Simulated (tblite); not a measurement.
# C₅H₅NSSi: geometry relaxation

The run: geometry relaxation of C₅H₅NSSi. Method and program: GFN2-xTB geometry optimisation, gas phase (tblite 0.8.0).

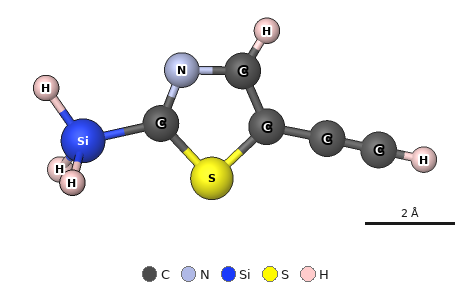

Figure 1. The starting structure (ball-and-stick view, seen on its broad side).

Summary

| quantity | value |
| --- | --- |
| outcome | converged |
| total energy | −573.3405 eV |
| hardware | 1 CPU thread, shared host |
| wall time | 0.64 s |
| peak memory | 0.2 GiB |

Input
```
{"job": {"xc": "GFN2-xTB", "basis": "xTB", "kind": "relax"}, "charge": 0, "multiplicity": 1}
C      3.742200     1.109300    -0.240300
C      2.568500     0.811100    -0.202600
C      1.207300     0.440700    -0.134300
C      0.232200     0.787300    -1.073400
N     -1.045200     0.311200    -0.792600
C     -1.028500    -0.370100     0.323200
Si    -2.507000    -1.154700     1.032600
S      0.499500    -0.483600     1.118300
H      4.768300     1.378600    -0.277100
H      0.398300     1.365400    -1.955300
H     -2.316500    -2.629700     1.171700
H     -2.796100    -0.626800     2.398700
H     -3.727300    -0.938100     0.213600
```

The first line tells a small driver script what to run in tblite; the rest is the geometry in Å.

Run as:
```bash
OMP_NUM_THREADS=1 python <driver script> task.json out
```

What the program printed
```
step      E/eV     max force
  0    -573.12222    2.505
  1    -573.27923    1.355
  2    -573.28970    2.633
  3    -573.32443    0.488
  4    -573.32996    0.166
  5    -573.33202    0.144
  6    -573.33370    0.103
  7    -573.33465    0.085
  8    -573.33571    0.078
  9    -573.33639    0.092
 10    -573.33725    0.094
 11    -573.33814    0.077
 12    -573.33874    0.048
 13    -573.33898    0.032
 14    -573.33898    0.032
 15    -573.33906    0.032
 16    -573.33930    0.158
 17    -573.33932    0.154
 18    -573.33948    0.032
 19    -573.33954    0.025
 20    -573.33974    0.079
 21    -573.33984    0.063
 22    -573.33992    0.027
 23    -573.33998    0.031
 24    -573.34007    0.064
 25    -573.34018    0.069
 26    -573.34029    0.045
 27    -573.34038    0.029
 28    -573.34042    0.023
 29    -573.34044    0.022
 30    -573.34046    0.010
 31    -573.34047    0.010
 32    -573.34047    0.013
 33    -573.34048    0.009
 34    -573.34048    0.004
 35    -573.34048    0.006
 36    -573.34048    0.010
 37    -573.34049    0.008
 38    -573.34049    0.004
 39    -573.34049    0.005
 40    -573.34049    0.006
 41    -573.34049    0.007
 42    -573.34050    0.006
 43    -573.34050    0.005
 44    -573.34050    0.006
 45    -573.34050    0.006
 46    -573.34051    0.005
 47    -573.34051    0.008
 48    -573.34051    0.008
 49    -573.34052    0.006
 50    -573.34052    0.004
 51    -573.34052    0.005
 52    -573.34052    0.005
 53    -573.34052    0.005
 54    -573.34052    0.003
```

Trajectory as extended XYZ (Å, eV, eV/Å), 12 frames, from step=0 to step=54
```
13
Properties=species:S:1:pos:R:3:forces:R:3 step=0 energy=-573.12222
C     3.7422    1.1093   -0.2403   -0.5960  -0.1620   0.0510
C     2.5685    0.8111   -0.2026    0.4790   0.0250   0.1080
C     1.2073    0.4407   -0.1343   -0.1390   0.8670  -1.3780
C     0.2322    0.7873   -1.0734   -1.0460  -0.9230   1.0680
N    -1.0452    0.3112   -0.7926    2.3720   0.2230   0.5210
C    -1.0285   -0.3701    0.3232    0.2800   0.8890  -1.2770
Si   -2.5070   -1.1547    1.0326   -2.0820  -1.0580   0.9070
S     0.4995   -0.4836    1.1183    0.3040  -0.2660   0.4960
H     4.7683    1.3786   -0.2771   -0.4800  -0.1100  -0.0100
H     0.3983    1.3654   -1.9553    0.0320   0.0950  -0.1460
H    -2.3165   -2.6297    1.1717    0.1130   0.4520  -0.0730
H    -2.7961   -0.6268    2.3987    0.2470  -0.0750  -0.3810
H    -3.7273   -0.9381    0.2136    0.5150   0.0420   0.1150
13
Properties=species:S:1:pos:R:3:forces:R:3 step=4 energy=-573.32996
C     3.7325    1.1064   -0.2386    0.0700   0.0140   0.0140
C     2.5683    0.8090   -0.2009   -0.1320  -0.0330  -0.0070
C     1.2125    0.4606   -0.1606    0.0650   0.0050   0.0530
C     0.2317    0.7816   -1.0658   -0.0490  -0.0270   0.0160
N    -0.9976    0.3156   -0.7828    0.1080   0.0210  -0.0050
C    -1.0394   -0.3634    0.3111   -0.0550  -0.0670   0.1140
Si   -2.5609   -1.1819    1.0558   -0.0820  -0.0280   0.0210
S     0.5161   -0.4848    1.1236    0.0840   0.0280  -0.0420
H     4.7486    1.3737   -0.2769   -0.1050  -0.0310   0.0050
H     0.3954    1.3631   -1.9529   -0.0260   0.0370  -0.0760
H    -2.3102   -2.6180    1.1695    0.0850  -0.0390  -0.0050
H    -2.7865   -0.6272    2.3897    0.0710   0.0480   0.0550
H    -3.7149   -0.9343    0.2112   -0.0350   0.0730  -0.1450
13
Properties=species:S:1:pos:R:3:forces:R:3 step=9 energy=-573.33639
C     3.7276    1.1042   -0.2349    0.0100   0.0010   0.0050
C     2.5630    0.8082   -0.2023   -0.0120   0.0060  -0.0060
C     1.2106    0.4622   -0.1596    0.0100  -0.0110   0.0020
C     0.2293    0.7806   -1.0662   -0.0380  -0.0230   0.0310
N    -0.9949    0.3107   -0.7747   -0.0420  -0.0270   0.0390
C    -1.0385   -0.3678    0.3218   -0.0170  -0.0030  -0.0150
Si   -2.5730   -1.1840    1.0561    0.0280   0.0120  -0.0080
S     0.5252   -0.4861    1.1250   -0.0150   0.0070  -0.0090
H     4.7409    1.3708   -0.2763   -0.0010  -0.0060   0.0060
H     0.3873    1.3631   -1.9573   -0.0370  -0.0260   0.0240
H    -2.2945   -2.6218    1.1682    0.0000   0.0710  -0.0110
H    -2.7722   -0.6194    2.3971    0.0230  -0.0180  -0.0620
H    -3.7151   -0.9202    0.1855    0.0900   0.0160   0.0050
13
Properties=species:S:1:pos:R:3:forces:R:3 step=14 energy=-573.33898
C     3.7247    1.1026   -0.2315   -0.0090  -0.0010  -0.0050
C     2.5589    0.8096   -0.2047   -0.0130   0.0000  -0.0080
C     1.2066    0.4606   -0.1601    0.0090  -0.0040   0.0100
C     0.2196    0.7759   -1.0615    0.0140   0.0070  -0.0070
N    -1.0028    0.3050   -0.7667    0.0220   0.0090  -0.0080
C    -1.0372   -0.3726    0.3292    0.0090   0.0040   0.0000
Si   -2.5716   -1.1810    1.0529    0.0150  -0.0070   0.0150
S     0.5264   -0.4879    1.1277    0.0070   0.0050  -0.0040
H     4.7385    1.3683   -0.2745   -0.0160  -0.0080   0.0100
H     0.3728    1.3563   -1.9535   -0.0240   0.0020  -0.0090
H    -2.2846   -2.6123    1.1652   -0.0170  -0.0260  -0.0030
H    -2.7592   -0.6172    2.3912   -0.0250   0.0070   0.0130
H    -3.6965   -0.9069    0.1685    0.0290   0.0120  -0.0050
13
Properties=species:S:1:pos:R:3:forces:R:3 step=19 energy=-573.33954
C     3.7233    1.1024   -0.2323    0.0200   0.0040   0.0000
C     2.5579    0.8097   -0.2058   -0.0060  -0.0020   0.0000
C     1.2070    0.4606   -0.1600   -0.0070   0.0050  -0.0130
C     0.2211    0.7767   -1.0623   -0.0140  -0.0040   0.0020
N    -1.0007    0.3055   -0.7670   -0.0160  -0.0100   0.0110
C    -1.0358   -0.3719    0.3291    0.0040  -0.0030   0.0050
Si   -2.5687   -1.1823    1.0555    0.0040  -0.0020   0.0040
S     0.5278   -0.4874    1.1277    0.0050   0.0040  -0.0030
H     4.7369    1.3672   -0.2727    0.0090   0.0000   0.0040
H     0.3691    1.3569   -1.9554    0.0000   0.0020  -0.0020
H    -2.2882   -2.6162    1.1647   -0.0110   0.0020   0.0010
H    -2.7639   -0.6163    2.3929   -0.0100  -0.0050  -0.0040
H    -3.6902   -0.9044    0.1677    0.0230   0.0090  -0.0050
13
Properties=species:S:1:pos:R:3:forces:R:3 step=24 energy=-573.34007
C     3.7246    1.1025   -0.2329   -0.0570  -0.0150   0.0050
C     2.5581    0.8113   -0.2092    0.0560   0.0250  -0.0170
C     1.2067    0.4632   -0.1648   -0.0010   0.0010   0.0000
C     0.2166    0.7764   -1.0636   -0.0020   0.0000  -0.0010
N    -1.0033    0.3027   -0.7636    0.0060  -0.0010   0.0030
C    -1.0321   -0.3739    0.3335   -0.0010  -0.0060   0.0080
Si   -2.5644   -1.1846    1.0601   -0.0120   0.0050  -0.0110
S     0.5332   -0.4843    1.1258    0.0140  -0.0120   0.0220
H     4.7387    1.3656   -0.2681    0.0100   0.0010   0.0010
H     0.3627    1.3569   -1.9569   -0.0120  -0.0020  -0.0030
H    -2.2976   -2.6211    1.1656    0.0030   0.0060   0.0080
H    -2.7740   -0.6179    2.3945    0.0070  -0.0080   0.0030
H    -3.6734   -0.8962    0.1620   -0.0100   0.0060  -0.0170
13
Properties=species:S:1:pos:R:3:forces:R:3 step=29 energy=-573.34044
C     3.7258    1.1025   -0.2319    0.0190   0.0070  -0.0020
C     2.5585    0.8160   -0.2165   -0.0200  -0.0070   0.0060
C     1.2076    0.4651   -0.1675    0.0040  -0.0020   0.0040
C     0.2137    0.7753   -1.0630    0.0020  -0.0010   0.0020
N    -1.0039    0.2991   -0.7582    0.0020  -0.0020   0.0050
C    -1.0285   -0.3770    0.3395    0.0070   0.0010   0.0010
Si   -2.5664   -1.1842    1.0592    0.0050   0.0040  -0.0030
S     0.5407   -0.4839    1.1270   -0.0030   0.0010  -0.0060
H     4.7407    1.3643   -0.2651   -0.0040  -0.0010  -0.0020
H     0.3545    1.3553   -1.9577   -0.0090  -0.0030   0.0010
H    -2.3023   -2.6212    1.1690   -0.0030   0.0070  -0.0030
H    -2.7775   -0.6222    2.3957   -0.0010  -0.0010  -0.0080
H    -3.6673   -0.8887    0.1518    0.0030  -0.0020   0.0040
13
Properties=species:S:1:pos:R:3:forces:R:3 step=34 energy=-573.34048
C     3.7258    1.1029   -0.2322    0.0000   0.0010  -0.0010
C     2.5585    0.8160   -0.2163    0.0020   0.0000   0.0020
C     1.2079    0.4651   -0.1675   -0.0010  -0.0010   0.0010
C     0.2135    0.7750   -1.0626    0.0000   0.0000   0.0000
N    -1.0037    0.2986   -0.7572    0.0000  -0.0010   0.0010
C    -1.0272   -0.3774    0.3405   -0.0010  -0.0010   0.0010
Si   -2.5657   -1.1836    1.0587   -0.0020  -0.0010   0.0010
S     0.5416   -0.4840    1.1271    0.0020  -0.0020   0.0030
H     4.7407    1.3642   -0.2652    0.0020   0.0020  -0.0020
H     0.3519    1.3546   -1.9577    0.0000   0.0010  -0.0020
H    -2.3034   -2.6204    1.1687    0.0000  -0.0020  -0.0030
H    -2.7783   -0.6226    2.3949   -0.0010   0.0030   0.0010
H    -3.6660   -0.8880    0.1511   -0.0010   0.0010  -0.0020
13
Properties=species:S:1:pos:R:3:forces:R:3 step=39 energy=-573.34049
C     3.7260    1.1035   -0.2327   -0.0030  -0.0010  -0.0010
C     2.5589    0.8157   -0.2155    0.0020   0.0020  -0.0030
C     1.2081    0.4649   -0.1672    0.0010   0.0000   0.0010
C     0.2136    0.7748   -1.0623    0.0010  -0.0010   0.0020
N    -1.0035    0.2982   -0.7563    0.0000   0.0000   0.0000
C    -1.0269   -0.3778    0.3413    0.0000   0.0000   0.0000
Si   -2.5662   -1.1836    1.0587    0.0010   0.0000  -0.0010
S     0.5423   -0.4844    1.1276   -0.0020   0.0000   0.0000
H     4.7409    1.3649   -0.2663   -0.0010   0.0010  -0.0010
H     0.3512    1.3543   -1.9577    0.0020  -0.0020   0.0040
H    -2.3038   -2.6207    1.1675   -0.0020   0.0010   0.0000
H    -2.7788   -0.6215    2.3946   -0.0010   0.0000  -0.0010
H    -3.6661   -0.8878    0.1505    0.0010   0.0000   0.0010
13
Properties=species:S:1:pos:R:3:forces:R:3 step=44 energy=-573.34050
C     3.7261    1.1042   -0.2337    0.0020   0.0010  -0.0010
C     2.5592    0.8160   -0.2160   -0.0040  -0.0030   0.0030
C     1.2086    0.4644   -0.1662   -0.0010  -0.0010   0.0000
C     0.2139    0.7741   -1.0610    0.0010   0.0010  -0.0010
N    -1.0032    0.2976   -0.7553    0.0000   0.0000   0.0000
C    -1.0266   -0.3784    0.3422    0.0020   0.0000   0.0000
Si   -2.5666   -1.1836    1.0586    0.0000   0.0000  -0.0010
S     0.5426   -0.4851    1.1284    0.0020   0.0000   0.0010
H     4.7408    1.3663   -0.2683   -0.0010   0.0010  -0.0020
H     0.3516    1.3536   -1.9562    0.0020   0.0020  -0.0020
H    -2.3050   -2.6208    1.1662   -0.0010   0.0000   0.0030
H    -2.7801   -0.6205    2.3938   -0.0010  -0.0020   0.0010
H    -3.6657   -0.8872    0.1498   -0.0010   0.0010  -0.0010
13
Properties=species:S:1:pos:R:3:forces:R:3 step=49 energy=-573.34052
C     3.7258    1.1052   -0.2356   -0.0020   0.0000   0.0000
C     2.5593    0.8154   -0.2152    0.0060   0.0010   0.0010
C     1.2090    0.4633   -0.1649    0.0020   0.0010   0.0000
C     0.2147    0.7736   -1.0599    0.0010   0.0000   0.0010
N    -1.0024    0.2970   -0.7542    0.0010   0.0010  -0.0010
C    -1.0258   -0.3791    0.3434   -0.0030   0.0000   0.0000
Si   -2.5670   -1.1834    1.0580   -0.0020  -0.0010   0.0010
S     0.5434   -0.4860    1.1298   -0.0050  -0.0010  -0.0020
H     4.7400    1.3688   -0.2719    0.0020   0.0010  -0.0010
H     0.3536    1.3535   -1.9548   -0.0020  -0.0010   0.0010
H    -2.3075   -2.6210    1.1661    0.0000   0.0010   0.0020
H    -2.7823   -0.6207    2.3931    0.0000  -0.0020   0.0000
H    -3.6653   -0.8860    0.1483    0.0020   0.0010  -0.0010
13
Properties=species:S:1:pos:R:3:forces:R:3 step=54 energy=-573.34052
C     3.7261    1.1062   -0.2370    0.0030   0.0010   0.0000
C     2.5600    0.8149   -0.2143   -0.0030  -0.0010   0.0000
C     1.2097    0.4627   -0.1637   -0.0010  -0.0010   0.0010
C     0.2155    0.7731   -1.0589    0.0000   0.0000   0.0000
N    -1.0018    0.2968   -0.7538   -0.0010   0.0000   0.0000
C    -1.0260   -0.3795    0.3437    0.0010   0.0000  -0.0010
Si   -2.5678   -1.1834    1.0577    0.0010   0.0010   0.0000
S     0.5430   -0.4868    1.1305    0.0010   0.0000   0.0000
H     4.7400    1.3707   -0.2746    0.0000   0.0000   0.0000
H     0.3542    1.3531   -1.9537    0.0000   0.0000   0.0000
H    -2.3091   -2.6210    1.1666    0.0000  -0.0010   0.0000
H    -2.7835   -0.6214    2.3930    0.0000   0.0000   0.0010
H    -3.6647   -0.8849    0.1469    0.0000   0.0000  -0.0010
```
